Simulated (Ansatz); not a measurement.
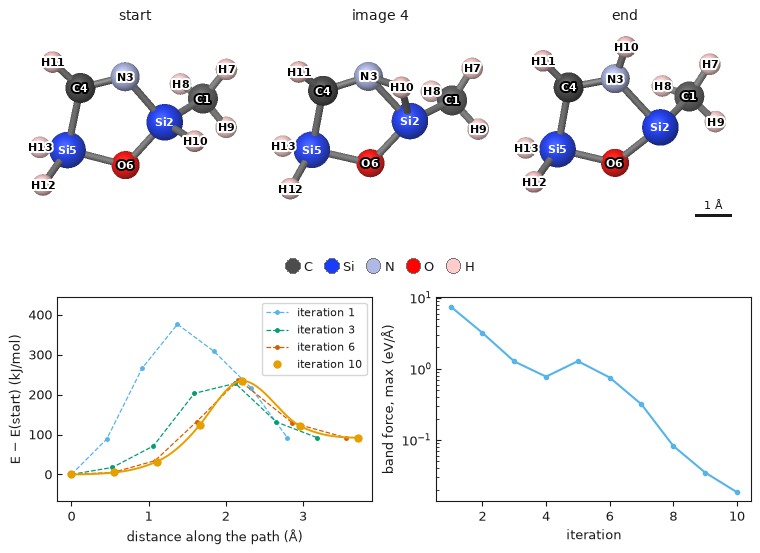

A nudged-elastic-band calculation for C$_{2}$H$_{7}$NOSi$_{2}$. Images are numbered from 0 (start) to 6 (end). The plot follows the band through its iterations. Style: ball-and-stick. Shown from a free direction.

These are results of RKS PBE/def2-SVP in Ansatz, not measurements. Run with 5 movable images; climbing image; force threshold 0.03 eV/Å; iteration limit 60; starting path through a guess of the saddle point.

> Judge this run.

The result is final at these settings. The band converged in 10 iterations. The largest component of the band force went from 7.5 to 0.018 eV/Å. The climbing image converged on the top of the path. Its vibrational analysis gives one imaginary mode (1332i cm⁻¹), as a transition state must have. The first iteration put the highest image at 376.1 kJ/mol. The highest point, image 4, lies 234.4 kJ/mol above the start and 142.2 kJ/mol above the end; the end is at +92.2 kJ/mol relative to the start.
